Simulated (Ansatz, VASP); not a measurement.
# TaAs: VASP beside Ansatz

Wanted: the spread between two codes on one cell, functional and k mesh.

Method: plane waves, with VASP 6.6.1 beside it; relaxation of cell and atoms at PBE, in Ansatz 0.2.0.

## Step 1: Starting point

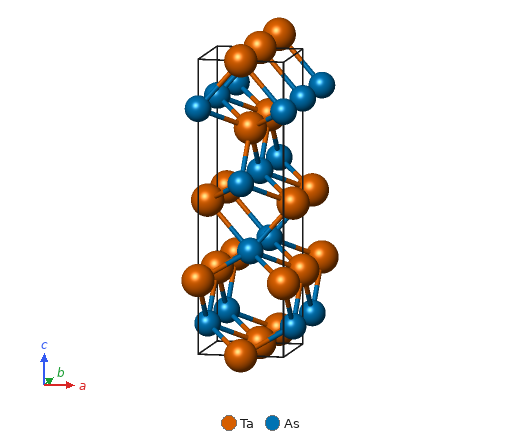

The cell as given, slightly off an axis (tantalum orange, arsenic blue). 1×2×1 cells are drawn. This picture shows the conventional cell, with its axes. Some periodic images of atoms are drawn too.

Structure file:

```xyz
4
Lattice="-1.7389 1.7389 5.9260 1.7389 -1.7389 5.9260 1.7389 1.7389 -5.9260" Properties=species:S:1:pos:R:3 pbc="T T T"
Ta    0.0000    0.0000    5.9257
Ta    1.7389    0.0000    2.9626
As    0.0000    0.0000    0.9794
As    0.0000    1.7389    3.9424
```

## Step 2: VASP: relaxation of cell and atoms, PBE

The relaxed volume is the usual yardstick between codes: its relative difference is about their pressure difference at one cell divided by the bulk modulus.

Lines of VASP's logs that name or quote its potential files are left out, and so is its time.

Contents of INCAR:

```
SYSTEM = TaAs
PREC = Accurate
ENCUT = 450
EDIFF = 1E-06
NELM = 100
ISMEAR = 0
SIGMA = 0.05
LREAL = .FALSE.
ALGO = Normal
GGA = PE
NBANDS = 22
LASPH = .TRUE.
LORBIT = 11
LWAVE = .FALSE.
LCHARG = .FALSE.
KPAR = 16
IBRION = 2
NSW = 50
ISIF = 3
EDIFFG = -0.006
```

Contents of POSCAR:

```
TaAs
1.0
   -1.7388621280      1.7388621280      5.9260437458
    1.7388621280     -1.7388621280      5.9260437458
    1.7388621280      1.7388621280     -5.9260437458
Ta As
2 2
Direct
    0.4999673000      0.4999673000      0.0000000000
    0.2499673000      0.7499673000      0.5000000000
    0.0826321200      0.0826321200      0.0000000000
    0.8326321200      0.3326321200      0.5000000000
```

Contents of KPOINTS:

```
Automatic mesh
0
Gamma
14 14 14
0 0 0
```

PAW data sets: Ta_pv and As (PBE family, release 64).

On the command line:

```
> mpirun -np 16 vasp_std
```

Numbers of over 12 decimals in the logs are rounded to 6 here.

Log:

```text
[banner, memory and clock lines left out]
running   16 mpi-ranks, on    1 nodes
 distrk:  each k-point on    1 cores,   16 groups
 distr:  one band on    1 cores,    1 groups

 POSCAR found type information on POSCAR TaAs
 POSCAR found :  2 types and       4 ions
|                                                                             |
|           W    W    AA    RRRRR   N    N  II  N    N   GGGG   !!!           |
|           W    W   A  A   R    R  NN   N  II  NN   N  G    G  !!!           |
|           W    W  A    A  R    R  N N  N  II  N N  N  G       !!!           |
|           W WW W  AAAAAA  RRRRR   N  N N  II  N  N N  G  GGG   !            |
|           WW  WW  A    A  R   R   N   NN  II  N   NN  G    G                |
|           W    W  A    A  R    R  N    N  II  N    N   GGGG   !!!           |
|                                                                             |
|     For optimal performance we recommend to set                             |
|       NCORE = 2 up to number-of-cores-per-socket                            |
|     NCORE specifies how many cores store one orbital (NPAR=cpu/NCORE).      |
|     This setting can greatly improve the performance of VASP for DFT.       |
|     The default, NCORE=1 might be grossly inefficient on modern             |
|     multi-core architectures or massively parallel machines. Do your        |
|     Unfortunately you need to use the default for GW and RPA                |
|     calculations (for HF NCORE is supported but not extensively tested      |
|     yet).                                                                   |
|                                                                             |

 LDA part: xc-table for (Slater+PW92), standard interpolation
 POSCAR, INCAR and KPOINTS ok, starting setup
 FFT: planning ... GRIDC
 FFT: planning ... GRID_SOFT
 FFT: planning ... GRID
 WAVECAR not read
 entering main loop
       N       E                     dE             d eps       ncg     rms          rms(c)
DAV:   1     0.217985796141E+03    0.21799E+03   -0.15319E+04 10800   0.125E+03
DAV:   2    -0.273407841872E+02   -0.24533E+03   -0.23569E+03 12452   0.343E+02
DAV:   3    -0.368233903434E+02   -0.94826E+01   -0.92055E+01 13864   0.603E+01
DAV:   4    -0.369911112866E+02   -0.16772E+00   -0.16671E+00 13328   0.754E+00
DAV:   5    -0.369949399674E+02   -0.38287E-02   -0.38251E-02 13710   0.909E-01    0.200E+01
DAV:   6    -0.352049649802E+02    0.17900E+01   -0.57657E+00 13106   0.142E+01    0.827E+00
DAV:   7    -0.351215126354E+02    0.83452E-01   -0.48639E-01 15218   0.439E+00    0.258E+00
DAV:   8    -0.351061191295E+02    0.15394E-01   -0.47974E-02 13380   0.101E+00    0.265E-01
DAV:   9    -0.351058436171E+02    0.27551E-03   -0.48202E-03 13830   0.365E-01    0.119E-01
DAV:  10    -0.351058316479E+02    0.11969E-04   -0.53301E-04 13050   0.184E-01    0.190E-02
DAV:  11    -0.351058302017E+02    0.14463E-05   -0.34730E-05 14956   0.330E-02    0.137E-02
DAV:  12    -0.351058253768E+02    0.48249E-05   -0.13078E-05 13302   0.245E-02    0.227E-03
DAV:  13    -0.351058254466E+02   -0.69848E-07   -0.58791E-07  7924   0.527E-03
   1 F= -.35105825E+02 E0= -.35105606E+02  d E =-.351058E+02
[... from here on, the cycles between the ionic steps are left out ...]
   2 F= -.35084797E+02 E0= -.35084599E+02  d E =0.210284E-01
   3 F= -.35115415E+02 E0= -.35115203E+02  d E =-.959004E-02
   4 F= -.35115414E+02 E0= -.35115202E+02  d E =-.958886E-02
   5 F= -.35115893E+02 E0= -.35115692E+02  d E =-.478823E-03
   6 F= -.35115962E+02 E0= -.35115764E+02  d E =-.547235E-03
   7 F= -.35115996E+02 E0= -.35115800E+02  d E =-.340114E-04
   8 F= -.35116003E+02 E0= -.35115807E+02  d E =-.413756E-04
   9 F= -.35115996E+02 E0= -.35115801E+02  d E =0.678448E-05
 trial-energy change:    0.000007  1 .order    0.000002   -0.000028    0.000033
 step:   0.3284(harm=  0.4223)  dis= 0.00018  next Energy=   -35.116008 (dE=-0.485E-05)
 bond charge predicted
       N       E                     dE             d eps       ncg     rms          rms(c)
DAV:   1    -0.351160334153E+02   -0.37197E-04   -0.18626E-03 10748   0.384E-01    0.475E-02
DAV:   2    -0.351160153299E+02    0.18085E-04   -0.13078E-04 12032   0.911E-02    0.186E-02
DAV:   3    -0.351160095292E+02    0.58007E-05   -0.16950E-05 13184   0.306E-02    0.380E-03
DAV:   4    -0.351160088254E+02    0.70381E-06   -0.93596E-07  7120   0.582E-03
  10 F= -.35116009E+02 E0= -.35115813E+02  d E =-.590622E-05
 curvature:  -0.28 expect dE=-0.264E-06 dE for cont linesearch -0.130E-06
 trial: gam= 0.00000 g(F)=  0.862E-07 g(S)=  0.848E-06 ort =-0.444E-05 (trialstep = 0.796E+00)
 search vector abs. value=  0.934E-06
 reached required accuracy - stopping structural energy minimisation
```

From OUTCAR (step 2):

```text
ion  position               nearest neighbor table
   1  0.500  0.500  0.000-   4 2.64   4 2.64   3 2.65   3 2.65   3 2.65   3 2.65   2 3.44   2 3.44
                             2 3.44   2 3.44
   2  0.250  0.750  0.500-   3 2.64   3 2.64   4 2.65   4 2.65   4 2.65   4 2.65   1 3.44   1 3.44
                             1 3.44   1 3.44
   3  0.083  0.083  0.000-   2 2.64   2 2.64   1 2.65   1 2.65   1 2.65   1 2.65
   4  0.833  0.333  0.500-   1 2.64   1 2.64   2 2.65   2 2.65   2 2.65   2 2.65

  LATTYP: Found a body centered tetragonal cell.
 ALAT       =     3.4777242560
 C/A-ratio  =     3.4080009279

 Subroutine GETGRP returns: Found  8 space group operations
 (whereof  4 operations were pure point group operations)

The static configuration has the point symmetry C_2v.
 The point group associated with its full space group is C_4v.

 Found    244 irreducible k-points:

   k-points           NKPTS =    244   k-points in BZ     NKDIM =    244   number of bands    NBANDS=     22

   dimension x,y,z NGX =    48 NGY =   48 NGZ =   48
   dimension x,y,z NGXF=    96 NGYF=   96 NGZF=   96

   ENCUT  =  450.0 eV  33.07 Ry    5.75 a.u.  11.10 11.10 11.10*2*pi/ulx,y,z

   NELECT =      32.0000    total number of electrons

 k-points in reciprocal lattice and weights: Automatic mesh
   0.00000000  0.00000000  0.00000000       0.000
   0.07142857  0.00000000  0.00000000       0.003
   0.14285714 -0.00000000  0.00000000       0.003
   0.21428571 -0.00000000  0.00000000       0.003
   0.28571429  0.00000000  0.00000000       0.003
   0.35714286 -0.00000000  0.00000000       0.003
   0.42857143 -0.00000000  0.00000000       0.003
   0.50000000  0.00000000 -0.00000000       0.001
   0.07142857  0.07142857  0.00000000       0.003
[...]
-0.42857143 -0.42857143  0.42857143       0.001
   0.50000000  0.50000000  0.50000000       0.000

 average (electrostatic) potential at core
       1 -36.4933       2 -36.4933       3 -47.9432       4 -47.9432

 E-fermi :   6.8364

 k-point     1 :       0.0000    0.0000    0.0000
  band No.  band energies     occupation
    ...
     12       4.3840      2.00000
     13       4.5448      2.00000
     14       4.9543      2.00000
     15       5.2166      2.00000
     16       5.2166      2.00000
     17       7.7164      0.00000
     18       8.3786      0.00000
     19       9.1574      0.00000
     20       9.8629      0.00000
     21       9.8629      0.00000
    ...

 k-point     2 :       0.0714    0.0000    0.0000
  band No.  band energies     occupation
    ...
     12       4.3316      2.00000
     13       4.5812      2.00000
     14       4.8246      2.00000
     15       5.1961      2.00000
     16       5.3843      2.00000
     17       7.6158      0.00000
     18       8.2541      0.00000
     19       9.1814      0.00000
     20       9.5746      0.00000
     21      10.0477      0.00000
    ...

 k-point     3 :       0.1429   -0.0000    0.0000
  band No.  band energies     occupation
    ...
     12       4.1954      2.00000
     13       4.6857      2.00000
     14       4.9258      2.00000
     15       5.1045      2.00000
     16       5.6462      2.00000
     17       7.4323      0.00000
     18       8.0439      0.00000
     19       8.8156      0.00000
     20       9.4152      0.00000
     21       9.8484      0.00000
    ...

  Total        0.0058714      0.0058714     -0.0011570      0.0000000      0.0000000      0.0000000
  in kB        0.1333813      0.1333813     -0.0262826      0.0000000      0.0000000      0.0000000
  external PRESSURE =       0.0801600 kB  Pullay stress =       0.0000000 kB

  energy-cutoff  :      450.00
  volume of cell :       70.53
      direct lattice vectors                 reciprocal lattice vectors
    -1.732858865  1.732858865  5.871814282     0.000000000  0.288540521  0.085152557
     1.732858865 -1.732858865  5.871814282     0.288540521  0.000000000  0.085152557
     1.732858865  1.732858865 -5.871814282     0.288540521  0.288540521  0.000000000

 POSITION                                       TOTAL-FORCE (eV/Angst)
 -----------------------------------------------------------------------------------
      0.00000      0.00000      5.87400         0.000000      0.000000     -0.000668
      1.73286      0.00000      2.93809         0.000000      0.000000     -0.000668
      0.00000      0.00000      0.96783        -0.000000     -0.000000      0.000668
      0.00000      1.73286      3.90374         0.000000      0.000000      0.000668
 -----------------------------------------------------------------------------------
    total drift:                                0.000000      0.000000      0.000222

  FREE ENERGIE OF THE ION-ELECTRON SYSTEM (eV)
  ---------------------------------------------------
  free  energy   TOTEN  =       -35.1160088254 eV

  energy  without entropy=      -35.1156174438  energy(sigma->0) =      -35.11581313

 reached required accuracy - stopping structural energy minimisation

 total charge
# of ion       s       p       d       tot
------------------------------------------
    1        0.275   6.155   2.376   8.806
    2        0.275   6.155   2.376   8.806
    3        1.188   1.664   0.080   2.932
    4        1.188   1.664   0.080   2.932
--------------------------------------------------
tot          2.926  15.638   4.912  23.475

[... 3 further parts left out ...]
```

## Step 3: Ansatz: relaxation of cell and atoms, PBE

Ansatz runs on its default PAW (the set named soft_2) files.

The same cell, functional, mesh and smearing now go to Ansatz, which takes its cutoff from its data sets.

Contents of input.yaml:

```yaml
crystal:
  lattice:
    - [-1.738862128, 1.738862128, 5.9260437458]
    - [1.738862128, -1.738862128, 5.9260437458]
    - [1.738862128, 1.738862128, -5.9260437458]
  atoms:
    - { symbol: Ta, position: [0.4999673, 0.4999673, 0.0] }
    - { symbol: Ta, position: [0.2499673, 0.7499673, 0.5] }
    - { symbol: As, position: [0.08263212, 0.08263212, 0.0] }
    - { symbol: As, position: [0.83263212, 0.33263212, 0.5] }
hamiltonian:
  xc: pbe
  pseudopotentials: { kind: paw }
kpoints:
  mp_grid: { grid: [14, 14, 14] }
scf:
  occupations: { method: gaussian, width: 0.05 }
relax:
  f_tol: 0.01
  max_steps: 60
  cell: { stress_tol: 0.05 }
output:
  forces: true
  stress: true
```

On the command line:

```
> ansatz run input.yaml --threads 4 --pin off --max-ram 9216MiB --backend cpu --events-out ev --progress --plain --runs-dir out
```

Log:

```text
basis.fft_grid_basis auto: the FFT boxes are laid along the combinations [[1, 0, 1], [0, 1, 1], [0, 0, 1]] of the cell's own vectors, 3.478, 3.478 and 6.416 Å long. The dense box has 24×24×45 points. Along the cell's own vectors, as sized, it would have 45×45×45, 3.52 times as many. Of the 8 symmetry operations that the crystal satisfies within crystal.symmetry.tolerance (time reversal apart; of a slab, those that ke [...]
Engine: ansatz 0.2.0, aarch64-unknown-linux-gnu
Pseudopotentials: kind: paw
Pseudopotential: Ta, paw, valence charge 13, recommended cutoff 420 eV (normal), Ta.paw.azcp
Pseudopotential: As, paw, valence charge 15, recommended cutoff 420 eV (normal), As.paw.azcp
Functional definition: PBE
  parameter kappa = 0.804
  parameter beta = 0.066725
  exchange = pbe_x(kappa = kappa, mu = beta*pi^2/3)
  correlation = pbe_c(beta = beta)
Crystal: 4 atoms, lattice volume = 71.673 Å³
Basis set: ecut = 420 eV, 1395 PW (Γ), FFT grids on a1+a3, a2+a3, a3, exchange–correlation on 48×48×90 points (8 copies of the dense FFT grid, shifted against one another)
Bands: 34, of which v1, the nominal top of the filled ones, is band 28 counted from 1 (27 counted from 0)
Symmetry: 8 space group operations
Space group: I41md (ITA 109), of the structure as read, at distance tolerance 4.2e-5 Å
k-points: 244 of 2744 (time reversal used)
Non-local potential: Ta, projectors of the file, l = 0: 3, l = 1: 2, l = 2: 2, l = 3: 1
Non-local potential: As, projectors of the file, l = 0: 2, l = 1: 2, l = 2: 3, l = 3: 1
PAW form: soft (Blöchl's): semilocal exchange-correlation on the pseudo side does not see the compensation charge
PAW one-centre angular grid: Ta, 590 points (default); XC on 64 Gauss nodes
PAW one-centre angular grid: As, 590 points (default); XC on 64 Gauss nodes
Initial density: superposition of atomic densities (neutral atoms: chi_scale 0, normalization atom), corrected by the library's trained network
Initial wavefunctions: pseudopotential atomic-orbital guess
Functional: x = pbe(κ = 0.804, μ = 0.219515), c = pbe(β = 0.066725)
SCF iter   1: F=—  HF=-29578.945423 eV  |F-HF|=—  |Δ(HF+E_count)|=         —  Δρ=7.27e-3  dr2=3.34e-2  ethr=1.77e-3  ⟨swp⟩=5.9  Hψ=33152  notcnv=0
preconditioner: auto → Kerker (q_TF=auto, 2.618 Å⁻¹)  [metal: Δε(μ)=0.038 eV  Ē_g=7.351 eV  σ=0.050 eV  W_gap=0.38  n_scr=24 (ndim 8)  ℏωp=19.6 eV  f_vac=0.000  D(μ)=0.32/eV (n_scr^D=0)]
SCF iter   2: F=—  HF=-29578.943023 eV  |F-HF|=—  |Δ(HF+E_count)|=   2.40e-3  Δρ=4.28e-3  dr2=1.11e-2  ethr=5.97e-5  ⟨swp⟩=1.0  Hψ=10254  notcnv=0  defer=1
SCF iter   3: F=—  HF=-29578.942542 eV  |F-HF|=—  |Δ(HF+E_count)|=   4.81e-4  Δρ=6.79e-4  dr2=3.16e-4  ethr=1.99e-5  ⟨swp⟩=3.0  Hψ=14374  notcnv=0  defer=1
SCF iter   4: F=—  HF=-29578.942321 eV  |F-HF|=—  |Δ(HF+E_count)|=   2.22e-4  Δρ=3.25e-4  dr2=6.64e-5  ethr=5.65e-7  ⟨swp⟩=2.0  Hψ=14284  notcnv=0  defer=1
SCF iter   5: F=—  HF=-29578.942339 eV  |F-HF|=—  |Δ(HF+E_count)|=   1.82e-5  Δρ=5.86e-5  dr2=3.35e-6  ethr=1.19e-7  ⟨swp⟩=2.1  Hψ=10342  notcnv=0  defer=3
SCF iter   6: F=—  HF=-29578.942338 eV  |F-HF|=—  |Δ(HF+E_count)|=   8.35e-7  Δρ=1.39e-5  dr2=1.66e-7  ethr=5.99e-9  ⟨swp⟩=2.0  Hψ=14269  notcnv=0  defer=5
SCF iter   7: F=-29578.942338 eV  HF=-29578.942338 eV  |F-HF|=2.98e-9  |Δ(HF+E_count)|=   5.76e-9  Δρ=3.34e-6  dr2=7.82e-9  ethr=1.79e-10  ⟨swp⟩=4.0  Hψ=25921  notcnv=0
SCF 1 converged in 7 iterations: F = -29578.942338 eV  dr2 = 7.82e-9
  greatest PAW one-centre occupation: 0.999 electrons in one spin orbital (limit 2), on the As atom at site 2 (counted from 0), in its partial waves of l = 2
relax step   1: F+E_penalty+E_count = -29578.94233818 eV  Δ(F+E_penalty+E_count) = +0.000e0 eV  max|allowed force component| = 1.101e-2 eV/Å  Δτ_max = 0.0000 Å  P = -3.048 GPa  Ω = 71.673 Å³  (7 SCF iters, dr2 threshold 1.00e-7 eV, accepted)
[...]
relax step   2: F+E_penalty+E_count = -29578.93036088 eV  Δ(F+E_penalty+E_count) = +1.198e-2 eV  max|allowed force component| = 2.454e-2 eV/Å  Δτ_max = 0.0073 Å  P = +4.538 GPa  Ω = 68.608 Å³  energy of the carried Pulay correction = +8.109e-4 eV  (6 SCF iters, dr2 threshold 4.00e-7 eV, rejected (line search))
[...]
relax step   3: F+E_penalty+E_count = -29578.95561717 eV  Δ(F+E_penalty+E_count) = -1.328e-2 eV  max|allowed force component| = 8.079e-4 eV/Å  Δτ_max = 0.0022 Å  P = -0.117 GPa  Ω = 70.416 Å³  energy of the carried Pulay correction = +3.284e-4 eV  (8 SCF iters, accepted)
[...]
relax step   4: F+E_penalty+E_count = -29578.95566592 eV  Δ(F+E_penalty+E_count) = -4.875e-5 eV  max|allowed force component| = 1.936e-3 eV/Å  Δτ_max = 0.0004 Å  P = -0.001 GPa  Ω = 70.362 Å³  energy of the carried Pulay correction = +3.426e-4 eV  (6 SCF iters, dr2 threshold 1.01e-7 eV, accepted)
[...]
relax step   5: F+E_penalty+E_count = -29578.95534499 eV  Δ(F+E_penalty+E_count) = +3.209e-4 eV  max|allowed force component| = 1.932e-3 eV/Å  Δτ_max = 0.0000 Å  P = -0.005 GPa  Ω = 70.362 Å³  stress off target by 1.21e-2 GPa  SCF on the basis re-selected at this cell (its energy is not comparable with the rows above)  (6 SCF iters)
basis re-selected at this cell: Δ(F+E_penalty+E_count) = +3.209e-4 eV, ΔP = -0.005 GPa vs the last step (what re-selecting the basis moved, of the pressure what is left beyond the Pulay correction that the steps carried, after the strain that the cell walked since its last selection, with what the two solves' SCF thresholds leave and, on support functions, any second-order correction that the steps lacked; it is no m [...]
SCF converged after 6 iterations
Free energy (F): -29578.955345 eV
Harris-Foulkes:  -29578.955345 eV  (|F-HF|=3.64e-12)
Internal energy: -29578.954962 eV  (E = F + TS)
E sigma→0 (E₀):  -29578.955153 eV
Entropy (-TS):   -0.000383 eV (-0.096 meV/atom)
Fermi energy:    16.830239 eV
--- Per-component energies (eV) ---
  E_band       = -564.160511
  E_kinetic    = 942.200198
  E_local      = -4078.156854  (includes V_loc(G=0)·N_el)
  E_nonlocal   = -1311.352049
  E_hartree    = 2109.421064
  E_xc         = -597.758817
  E_vxc        = -570.152336  (∫ρ·V_xc dr)
  E_paw        = -20465.774830  (= ΣΔE_a)
  E_vpaw       = 234.458091  (= ΣTr[D̂ρ^β])
  E_aug_tail   = 0.000308  (compensation charges beyond the density's cutoff)
  E_ewald      = -6177.533982
  E_smearing   = -0.000383  (= −TS)
  E_closure    = 0.000000  (closes the sum)
  Σ components = -29578.955345   (vs F -29578.955345, Δ=0.00e0)
--- Forces (eV/Å), atoms counted from 1 ---
  atom   1  Ta    -0.00000000     0.00000000    -0.00193200
  atom   2  Ta     0.00000000     0.00000000    -0.00193200
  atom   3  As     0.00000000     0.00000000     0.00193200
  atom   4  As     0.00000000    -0.00000000     0.00193200
  max |Σ_I F_I| component: 1.38e-8 eV/Å
--- Stress (GPa, compression-positive) ---
       -0.012120      -0.000000       0.000000
       -0.000000      -0.012120      -0.000000
        0.000000      -0.000000       0.008150
  P = ⅓ Tr σ = -0.0054 GPa (-0.054 kbar)
--- Relaxed structure (4 steps of the walk, 3 accepted, 1 SCFs on fresh bases) ---
  F+E_penalty+E_count = -29578.95534499 eV   max|allowed force component| = 1.932e-3 eV/Å   (the final SCF, on the basis selected at the relaxed cell)
  cell:  # Å, volume = 70.3616 Å³
    - [-1.731505, 1.731505, 5.867162]
    - [1.731505, -1.731505, 5.867162]
    - [1.731505, 1.731505, -5.867162]
  atoms:
    - { symbol: Ta, position: [0.500188, 0.500188, 0] }
    - { symbol: Ta, position: [0.250188, 0.750188, 0.5] }
    - { symbol: As, position: [0.082411, 0.082411, 0] }
    - { symbol: As, position: [0.832411, 0.332411, 0.5] }
```

It took 76 s on 4 threads of Arm Neoverse V1, shared host; peak memory 0.71 GiB.

## Step 4: Differences

Known differences besides the PAW data sets themselves: both relaxations stop at a tolerance, which leaves soft axes loose, and VASP keeps its plane-wave basis; the data sets hold 56 valence electrons in Ansatz (default PAW (the set named soft_2) files) and 32 in VASP; the cutoff is 420 eV in Ansatz and 450 eV in VASP; Ansatz adds a Pulay correction to the stress that steers its cell, VASP none. Total energies have different zeros and are not compared.

Both answers:

| quantity | Ansatz | VASP | difference |
| --- | --- | --- | --- |
| volume (Å³) | 70.36 | 70.53 | -0.24 % |
| edge a after relaxation, in the typed setting (Å) | 6.358 | 6.363 | -0.08 % |

The walks stopped with -0.01 GPa left in Ansatz and 0.01 GPa in VASP; each walk ends within a tolerance, so the volume difference is uncertain by about these residues over the bulk modulus, most in soft cells.

## Step 5: What came out

| Property | Result |
| --- | --- |
| difference in volume (relaxation of cell and atoms, PBE) | -0.24 % |

**Reading.** The difference in volume is -0.24 % (relaxation of cell and atoms, PBE), within the 1.2 % picked in this series as the mark of a large difference, as far as the stopping tolerances let one tell. How closely two codes agree says nothing of how well the functional describes the real material.

[Lines on the potential files, build, host, timing and source positions are cut from VASP's logs without a mark.]

[Logs are printed without paths, hosts, clocks, repeated set-up lines and the standing remarks that a program may print on its own settings, such as how far it seeks lower states.]

[Hosts, paths, dates, database ids (printed as entryN), source tags and the programs' standing remarks are cut or masked in the printed files.]
